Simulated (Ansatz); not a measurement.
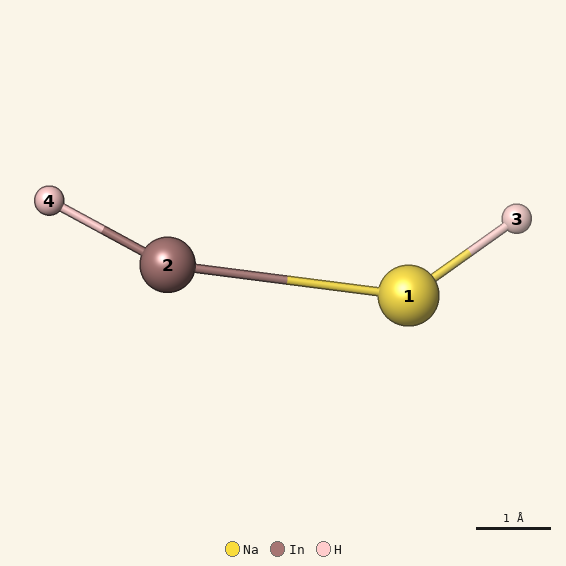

Orthographic view. Depth is shown by fading: the farther an atom, the more it takes the colour of the background. The geometry was computed by an optimisation with PBE-D4/def2-SVP. No frequency run is at hand to confirm it as a minimum.

Give the geometry as a Z-matrix, atoms in numerical order, with these reference atoms: 2 to 1; 3 to 1, 2; 4 to 2, 1, 3.

```
Na 
In   1   3.361
H    1   1.928   2   137.3
H    2   1.842   1   157.7   3    -1.5
```
